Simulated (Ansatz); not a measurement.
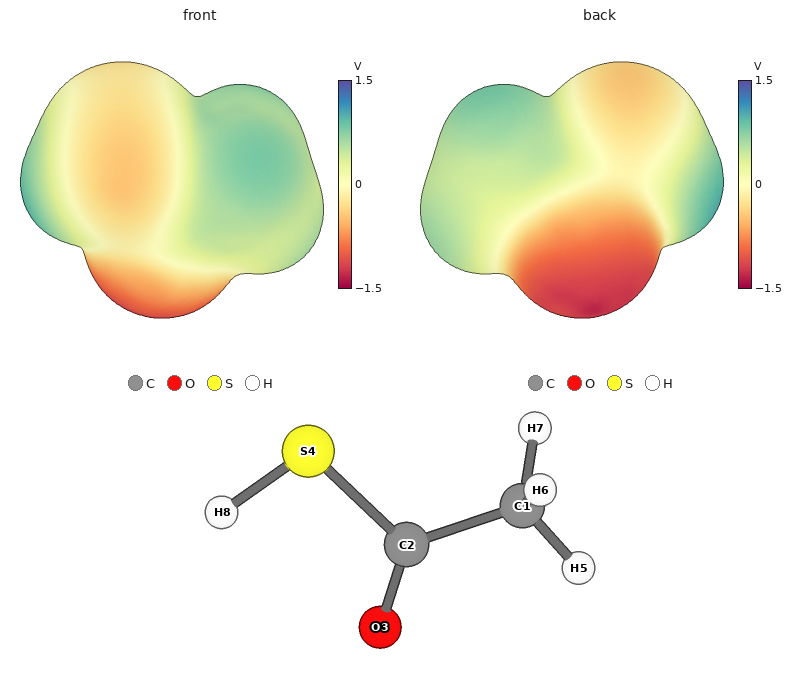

Figure 1: C2H4OS. The electrostatic potential painted on the density surface at 0.001 e/bohr³, seen from the front and from behind; the colour scale runs from red (negative) to blue (positive). The bare structure is drawn below in the same view.

Theory: RKS PBE/def2-SVP (Ansatz 0.2.0).

The calculation's input:

```
crystal:
  periodic: [false, false, false]
  atoms:
    - { symbol: C, position_ang: [0.01888, 1.03415, -0.22163] }
    - { symbol: C, position_ang: [0.34905, -0.3919, 0.07377] }
    - { symbol: O, position_ang: [1.43384, -0.88912, 0.12918] }
    - { symbol: S, position_ang: [-1.12006, -1.37826, 0.35347] }
    - { symbol: H, position_ang: [0.93327, 1.61486, -0.31107] }
    - { symbol: H, position_ang: [-0.60702, 1.44016, 0.57002] }
    - { symbol: H, position_ang: [-0.54282, 1.08775, -1.15231] }
    - { symbol: H, position_ang: [-0.46513, -2.51765, 0.55857] }
basis:
  gaussian: { orbitals: def2-SVP }
hamiltonian:
  xc: pbe
relax:
  f_tol: 0.02
  max_steps: 50
output:
  orbitals: {}
```

Launched as:

```sh
ansatz run input.yaml --threads 1 --pin off --max-ram 2048MiB --backend cpu --events-out ev --progress --plain --runs-dir out
```

The fields are those of the relaxed geometry.

Describe the electrostatic potential map.

The most negative region (about −1.3 V) lies over O3, the most positive (about +1.0 V) over H8. O3 is the likeliest acceptor of a hydrogen bond.
